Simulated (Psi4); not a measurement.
**Single-point calculation, with input and output: H3O (charge +1)**

System: H3O, charge +1, multiplicity 3.
Method: PBE/cc-pVQZ, UKS (Psi4 1.11).

The geometry is that of the parent species in another charge or spin state. The geometry comes from this level: PBE0-D4/def2-TZVP.

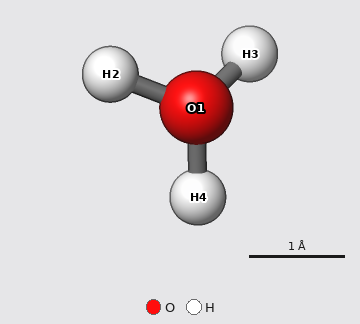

The input geometry (ball-and-stick view, seen at a tilt; atoms are numbered from 1 in the order of the input). Bond lengths as drawn: H–O 0.98 Å.

**Results in brief**

- outcome: converged
- total energy: −76.260173 hartree
- basis functions: 145
- ⟨S²⟩: 2.001
- hardware: 1 thread of Intel Xeon @ 2.70GHz, 189 GiB of memory available, shared host
- wall time: 33 s
- peak memory: 1.2 GiB

**The input (input.in)**
```
memory 1600 mb

molecule molecule1 {
  1 3
  O      0.34387346    -0.10714747    -0.09970195
  H      0.41396340     1.73560006     0.02861045
  H     -0.77269012    -0.69596723    -1.45013803
  H      0.01485325    -0.93248536     1.52126732
  units au
  symmetry c1
}

set globals {
  reference            uks
  puream               true
  scf_type             pk
  dft_radial_points    99
  dft_spherical_points 590
  maxiter              100
}

E, wfn = energy("pbe/cc-pVQZ", return_wfn=True)
print_variables()
```

Launched with:
```bash
psi4 -n 1 input.in input.out
```

**The program's output**
```
Psi4 1.11 release

   => Loading Basis Set <=

    Name: CC-PVQZ
    Role: ORBITAL
    Keyword: BASIS

         ---------------------------------------------------------
                                   SCF
                              UKS Reference
                        1 Threads,   1525 MiB Core
         ---------------------------------------------------------

  ==> Geometry <==

    Molecular point group: c1
    Full point group: C1

    Geometry (in Bohr), charge = 1, multiplicity = 3:

       Center              X                  Y                   Z               Mass
    ------------   -----------------  -----------------  -----------------  -----------------
         O            0.072890352674    -0.022711891809    -0.021135678446    15.994914619570
         H            0.142980292674     1.820035638191     0.107176721554     1.007825032230
         H           -1.043673227326    -0.611531651809    -1.371571758446     1.007825032230
         H           -0.256129857326    -0.848049781809     1.599833591554     1.007825032230

  Running in c1 symmetry.

  Rotational constants: A =     11.10463  B =     11.10224  C =      6.28347 [cm^-1]
  Rotational constants: A = 332908.38153  B = 332836.90088  C = 188373.68454 [MHz]
  Nuclear repulsion =   13.956307389084099

  Charge       = 1
  Multiplicity = 3
  Electrons    = 10
  Nalpha       = 6
  Nbeta        = 4

  ==> Algorithm <==

  SCF Algorithm Type is PK.
  DIIS enabled.
  MOM disabled.
  Fractional occupation disabled.
  Guess Type is SAD.
  Energy threshold   = 1.00e-06
  Density threshold  = 1.00e-06
  Integral threshold = 1.00e-12

  ==> Primary Basis <==

  Basis Set: CC-PVQZ
    Blend: CC-PVQZ
    Number of shells: 45
    Number of basis functions: 145
    Number of Cartesian functions: 175
    Spherical Harmonics?: true
    Max angular momentum: 4

  ==> DFT Potential <==

   => LibXC <=

    Version 7.1.2

   => Composite Functional: PBE <=

    PBE GGA Exchange-Correlation Functional

    Deriv               =              1
    GGA                 =           TRUE
    Meta                =          FALSE

    Exchange Hybrid     =          FALSE
    MP2 Hybrid          =          FALSE

   => Exchange Functionals <=

    1.0000     XC_GGA_X_PBE

   => Correlation Functionals <=

    1.0000     XC_GGA_C_PBE

   => LibXC Density Thresholds  <==

    XC_GGA_C_PBE:  1.00E-12
    XC_GGA_X_PBE:  1.00E-15

   => Molecular Quadrature <=

    Radial Scheme          =       TREUTLER
    Pruning Scheme         =           NONE
    Nuclear Scheme         =       TREUTLER

    Blocking Scheme        =         OCTREE
    BS radius alpha        =              1
    Pruning alpha          =              1
    Radial Points          =             99
    Spherical Points       =            590
    Total Points           =         226420
    Total Blocks           =           1695
    Max Points             =            256
    Max Functions          =            145
    Weights Tolerance      =       1.00E-15

  ==> Integral Setup <==

  Using in-core PK algorithm.
   Calculation information:
      Number of atoms:                   4
      Number of AO shells:              45
      Number of primitives:             69
      Number of atomic orbitals:       175
      Number of basis functions:       145

      Integral cutoff                 1.00e-12
      Number of threads:                 1

  Performing in-core PK
  Using 112052810 doubles for integral storage.
  We computed 536127 shell quartets total.
  Whereas there are 536130 unique shell quartets.

  ==> DiskJK: Disk-Based J/K Matrices <==

    J tasked:                  Yes
    K tasked:                   No
    wK tasked:                  No
    Memory [MiB]:             1029
    Schwarz Cutoff:          1E-12

  Cached 12.5% of DFT collocation blocks in 0.110 [GiB].

  Minimum eigenvalue in the overlap matrix is 2.4658297034E-04.
  Reciprocal condition number of the overlap matrix is 3.3633393757E-05.
    Using symmetric orthogonalization.

  ==> Pre-Iterations <==

  SCF Guess: Superposition of Atomic Densities via on-the-fly atomic UHF (no occupation information).

   -------------------------
    Irrep   Nso     Nmo
   -------------------------
     A        145     145
   -------------------------
    Total     145     145
   -------------------------

  ==> Iterations <==

                        Total Energy        Delta E     RMS |[F,P]|

   @UKS iter SAD:   -76.76361869480624   -7.67636e+01   0.00000e+00
   @UKS iter   1:   -76.24624457467309    5.17374e-01   1.43058e-03 DIIS/ADIIS
   @UKS iter   2:   -76.25609654219828   -9.85197e-03   8.25008e-04 DIIS/ADIIS
   @UKS iter   3:   -76.25911882278274   -3.02228e-03   3.90520e-04 DIIS/ADIIS
   @UKS iter   4:   -76.26014625353180   -1.02743e-03   6.10860e-05 DIIS
   @UKS iter   5:   -76.26017192402591   -2.56705e-05   1.21330e-05 DIIS
   @UKS iter   6:   -76.26017309763172   -1.17361e-06   7.80315e-07 DIIS
   @UKS iter   7:   -76.26017310369981   -6.06809e-09   1.02671e-07 DIIS
  Energy and wave function converged.

  ==> Post-Iterations <==

   Electrons on quadrature grid:
      Nalpha   =    5.9999999865 ; deviation = -1.352e-08
      Nbeta    =    3.9999999997 ; deviation = -3.128e-10
      Ntotal   =    9.9999999862 ; deviation = -1.384e-08

   @Spin Contamination Metric:   1.251925328E-03
   @S^2 Expected:                2.000000000E+00
   @S^2 Observed:                2.001251925E+00
   @S   Expected:                1.000000000E+00
   @S   Observed:                1.000000000E+00

    Orbital Energies [Eh]
    ---------------------

    Alpha Occupied:

       1A    -19.404078     2A     -1.547456     3A     -1.035742
       4A     -1.035717     5A     -0.942358     6A     -0.384581

    Alpha Virtual:

       7A     -0.298183     8A     -0.298177     9A     -0.104607
      10A     -0.104595    11A     -0.078929    12A     -0.055957
      13A      0.035252    14A      0.035281    15A      0.075950
      16A      0.075959    17A      0.170456    18A      0.346516
      19A      0.434821    20A      0.434849    21A      0.448380
      22A      0.510780    23A      0.558802    24A      0.558826
      25A      0.734093    26A      0.734112    27A      0.779113
      28A      0.854878    29A      0.854891    30A      0.937029
      31A      1.051084    32A      1.051131    33A      1.557215
      34A      1.557228    35A      1.590366    36A      1.682420
      37A      1.683214    38A      1.683351    39A      1.719045
      40A      1.798415    41A      1.920443    42A      1.920483
      43A      1.930886    44A      1.948808    45A      1.948810
      46A      1.963170    47A      1.963177    48A      2.037435
      49A      2.239314    50A      2.239360    51A      2.500732
      52A      2.500788    53A      2.521182    54A      2.552853
      55A      2.619795    56A      2.619825    57A      2.807775
      58A      2.955304    59A      3.125316    60A      3.125337
      61A      3.364998    62A      3.432217    63A      3.432286
      64A      3.554748    65A      3.554770    66A      3.717048
      67A      3.867142    68A      3.867182    69A      4.126954
      70A      4.366293    71A      4.366345    72A      4.545953
      73A      5.385221    74A      5.385364    75A      5.408157
      76A      5.408273    77A      5.423990    78A      5.439964
      79A      5.723142    80A      5.723325    81A      5.816320
      82A      6.288619    83A      6.288674    84A      6.433805
      85A      6.635166    86A      6.635168    87A      6.637525
      88A      6.682114    89A      6.682164    90A      6.686579
      91A      6.796120    92A      6.796961    93A      6.797018
      94A      7.102757    95A      7.102826    96A      7.252348
      97A      7.353665    98A      7.353692    99A      7.365437
     100A      7.373070   101A      7.373071   102A      7.446240
     103A      7.581831   104A      7.581935   105A      7.739865
     106A      7.755546   107A      7.755629   108A      7.979318
     109A      8.050014   110A      8.174669   111A      8.174713
     112A      8.230089   113A      8.230134   114A      8.329943
     115A      8.608828   116A      8.863538   117A      8.863557
     118A      9.060966   119A      9.193468   120A      9.193656
     121A      9.494326   122A      9.823456   123A      9.823581
     124A     10.231352   125A     10.370837   126A     10.370850
     127A     10.709412   128A     10.709452   129A     10.858850
     130A     11.136027   131A     11.136106   132A     11.416038
     133A     11.678773   134A     12.294795   135A     12.300437
     136A     12.300652   137A     12.617791   138A     13.289559
     139A     13.289611   140A     13.402034   141A     13.402055
     142A     15.178529   143A     15.269006   144A     15.269326
     145A     43.252734

    Beta Occupied:

       1A    -19.372467     2A     -1.477536     3A     -1.000022
       4A     -1.000000

    Beta Virtual:

       5A     -0.783438     6A     -0.321344     7A     -0.238547
       8A     -0.238532     9A     -0.065258    10A     -0.065242
      11A     -0.020888    12A      0.006894    13A      0.075847
      14A      0.075873    15A      0.125578    16A      0.125581
      17A      0.224440    18A      0.394072    19A      0.480232
      20A      0.480257    21A      0.497513    22A      0.567670
      23A      0.609230    24A      0.609260    25A      0.768039
      26A      0.768058    27A      0.834045    28A      0.905934
      29A      0.905948    30A      0.999593    31A      1.090405
      32A      1.090445    33A      1.606882    34A      1.606900
      35A      1.652631    36A      1.720189    37A      1.732013
      38A      1.732152    39A      1.762643    40A      1.894544
      41A      1.983908    42A      1.983935    43A      2.000782
      44A      2.007083    45A      2.007086    46A      2.018483
      47A      2.018486    48A      2.111242    49A      2.283243
      50A      2.283286    51A      2.541763    52A      2.541823
      53A      2.574511    54A      2.630033    55A      2.676711
      56A      2.676743    57A      2.879872    58A      3.013387
      59A      3.190960    60A      3.190986    61A      3.424767
      62A      3.492406    63A      3.492463    64A      3.605762
      65A      3.605806    66A      3.801182    67A      3.930727
      68A      3.930770    69A      4.157154    70A      4.421927
      71A      4.421977    72A      4.621444    73A      5.434381
      74A      5.434523    75A      5.457215    76A      5.457333
      77A      5.482839    78A      5.483353    79A      5.772211
      80A      5.772387    81A      5.853651    82A      6.322928
      83A      6.322972    84A      6.488216    85A      6.692974
      86A      6.693003    87A      6.703578    88A      6.744602
      89A      6.744670    90A      6.760716    91A      6.862559
      92A      6.862617    93A      6.863666    94A      7.169157
      95A      7.169217    96A      7.323935    97A      7.407110
      98A      7.407144    99A      7.414124   100A      7.424995
     101A      7.425053   102A      7.512538   103A      7.634051
     104A      7.634153   105A      7.798199   106A      7.819621
     107A      7.819699   108A      8.036933   109A      8.119254
     110A      8.233631   111A      8.233651   112A      8.301453
     113A      8.301466   114A      8.405596   115A      8.657826
     116A      8.902094   117A      8.902114   118A      9.152191
     119A      9.243076   120A      9.243269   121A      9.622631
     122A      9.918104   123A      9.918234   124A     10.355666
     125A     10.467609   126A     10.467648   127A     10.825338
     128A     10.825397   129A     10.958829   130A     11.229893
     131A     11.229974   132A     11.451853   133A     11.736947
     134A     12.330590   135A     12.344186   136A     12.344402
     137A     12.733070   138A     13.385301   139A     13.385345
     140A     13.446770   141A     13.446804   142A     15.257193
     143A     15.310567   144A     15.310879   145A     43.302080

    Final Occupation by Irrep:
              A
    DOCC [     4 ]
    SOCC [     2 ]
    NA   [     6 ]
    NB   [     4 ]

  @UKS Final Energy:   -76.26017310369981

   => Energetics <=

    Nuclear Repulsion Energy =             13.9563073890840990
    One-Electron Energy =                -126.6482428344887410
    Two-Electron Energy =                  45.6517577631472591
    DFT Exchange-Correlation Energy =      -9.2199954214424373
    Empirical Dispersion Energy =           0.0000000000000000
    VV10 Nonlocal Energy =                  0.0000000000000000
    Total Energy =                        -76.2601731036998132

  UHF NO Occupations:
  HONO-2 :    4  A 1.9995641
  HONO-1 :    5  A 1.0000000
  HONO-0 :    6  A 1.0000000
  LUNO+0 :    7  A 0.0004359
  LUNO+1 :    8  A 0.0000947
  LUNO+2 :    9  A 0.0000946
  LUNO+3 :   10  A 0.0000009

Computation Completed

Properties will be evaluated at   0.000000,   0.000000,   0.000000 [a0]

Properties computed using the SCF density matrix

 Multipole Moments:

 ------------------------------------------------------------------------------------
     Multipole            Electronic (a.u.)      Nuclear  (a.u.)        Total (a.u.)
 ------------------------------------------------------------------------------------

 L = 1.  Multiply by 2.5417464519 to convert [e a0] to [Debye]
 Dipole X            :          0.4681634           -0.5737000           -0.1055366
 Dipole Y            :         -0.1459132            0.1787591            0.0328459
 Dipole Z            :         -0.1356915            0.1663531            0.0306616
 Magnitude           :                                                    0.1147038

 ------------------------------------------------------------------------------------

	total time  =         31 seconds =       0.52 minutes

  Variable Map:
  ----------------------------------------------------------------------------
  "CURRENT ENERGY"              =>     -76.260173103700
  "CURRENT REFERENCE ENERGY"    =>     -76.260173103700
  "DD SOLVATION ENERGY"         =>       0.000000000000
  "DFT FUNCTIONAL TOTAL ENERGY" =>     -76.260173103700
  "DFT TOTAL ENERGY"            =>     -76.260173103700
  "DFT VV10 ENERGY"             =>       0.000000000000
  "DFT XC ENERGY"               =>      -9.219995421442
  "GRID ELECTRONS ALPHA"        =>       5.999999986476
  "GRID ELECTRONS BETA"         =>       3.999999999687
  "GRID ELECTRONS TOTAL"        =>       9.999999986163
  "NUCLEAR REPULSION ENERGY"    =>      13.956307389084
  "ONE-ELECTRON ENERGY"         =>    -126.648242834489
  "PCM POLARIZATION ENERGY"     =>       0.000000000000
  "PE ENERGY"                   =>       0.000000000000
  "SCF ITERATION ENERGY"        =>     -76.260173103700
  "SCF ITERATIONS"              =>       7.000000000000
  "SCF TOTAL ENERGY"            =>     -76.260173103700
  "TWO-ELECTRON ENERGY"         =>      45.651757763147
  "XC GRID RADIAL POINTS"       =>      99.000000000000
  "XC GRID SPHERICAL POINTS"    =>     590.000000000000
  "XC GRID TOTAL POINTS"        =>  226420.000000000000

  Array Variable Map:
  ----------------------------------------------------------------------------
  "CURRENT DIPOLE"              =>      -0.105536603155 ... 0.030661584323 1 by 3
  "SCF DIPOLE"                  =>      -0.105536603155 ... 0.030661584323 1 by 3
  "SCF TOTAL ENERGIES"          =>     -76.763618694806 ... -76.260173103700 1 by 8

    Psi4 run time: 0:00:30.47
```
